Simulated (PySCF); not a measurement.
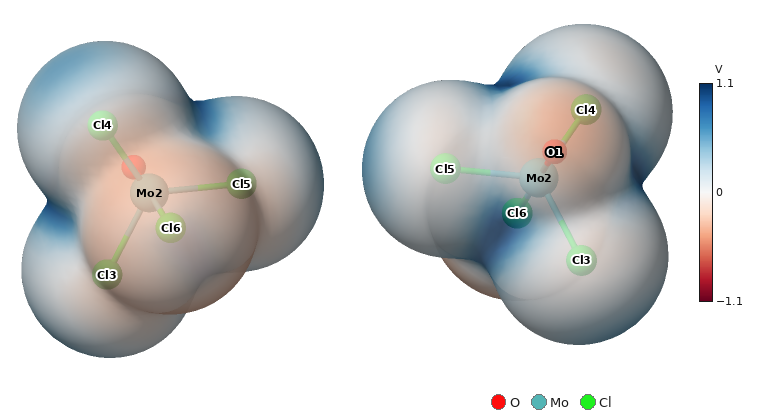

*Cl4MoO, SMILES `O=[Mo](Cl)(Cl)(Cl)Cl`. Electrostatic potential on the surface of electron density 0.001 a.u. (back view left, front view right).*

Method: ωB97X/def2-SVPD; geometry: GFN2-xTB; program: PySCF. Core potentials replace the inner electrons of Mo; spin–orbit coupling isn't included. This is a single-reference result, which may miss multireference character in this system. No frequency check shows the geometry to be a minimum. GFN2-xTB bond lengths at metals and heavier atoms can be off by up to 0.1 Å and shapes distorted, which carries into these values.

Input script:

```python
import numpy as np
from pyscf import gto, scf, dft
from pyscf.scf import atom_ks, atom_hf
from scipy.linalg import block_diag

def solve(mol, dm0=None, hcore=None):
    mf = (dft.UKS if mol.spin else dft.RKS)(mol, xc='wb97x')
    mf.grids.level = 3
    mf = mf.density_fit(auxbasis='def2-universal-jkfit')
    mf.conv_tol, mf.max_cycle = 1e-8, 80
    if hcore is not None:
        mf.get_hcore = lambda *args: hcore
    mf.kernel(dm0)
    if not mf.converged:
        mf = mf.newton().run(mf.mo_coeff, mf.mo_occ, max_cycle=30)
    assert mf.converged, 'SCF not converged'
    return mf

mol = gto.M(atom='''
O     -0.00355    -0.00004     1.88475
Mo    -0.00047    -0.00004     0.25531
Cl     1.28275    -1.83337     0.14856
Cl     0.94616     2.02782     0.14808
Cl    -2.22943    -0.19428     0.14383
Cl     0.00335    -0.00005    -1.95819
''', basis='def2-svpd', ecp={'Mo': 'def2-svpd'}, charge=0, spin=0, verbose=4)
mf = solve(mol)
mf.analyze()
# spherically averaged free atoms, for the promolecule
atom_ks.AtomSphAverageRKS.init_guess_by_vsap = lambda self, mol=None: self.init_guess_by_minao(mol)  # core potentials
atm = atom_ks.get_atm_nrks(mol, xc='wb97x')
pro = block_diag(*[(atm[a[0]][2] * atm[a[0]][3]) @ atm[a[0]][2].T for a in mol._atom])
np.savez('result.npz', e=mf.e_tot, c=mf.mo_coeff, occ=mf.mo_occ, eps=mf.mo_energy, pro=pro, dip=mf.dip_moment(verbose=0), s2=mf.spin_square()[0])
```

Command:

```sh
OMP_NUM_THREADS=1 python input.py
```

The run took 11 s on 1 thread of AMD EPYC 9R45 96-Core Processor (Zen 5) (shared host), peak memory 0.71 GiB.

Partitions, critical points and surface values were worked out afterwards from this run's density.

Where are the extremes of the potential on the surface?

Answer. Highest: 1.10 V, off the O1–Mo2 bond (2.3 Å from its atoms). Further maxima include 0.54 V, 2.0 Å from Cl3, and at like points elsewhere. Lowest: −0.36 V, 1.7 Å from O1. Further minima include −0.31 V, 2.1 Å from Cl6, and at like points elsewhere; −0.08 V, 2.1 Å from Cl5. The surface is sampled at points, so like sites can differ by a few per cent and only the strongest of them is named.

Does Cl3 carry a σ-hole?

Answer. Yes: a local maximum of +0.54 V lies on the extension of the Mo2–Cl3 bond.

What volume does the surface enclose, and what is the dipole moment?

Answer. About 156 Å³; the dipole moment is 0.6 D.
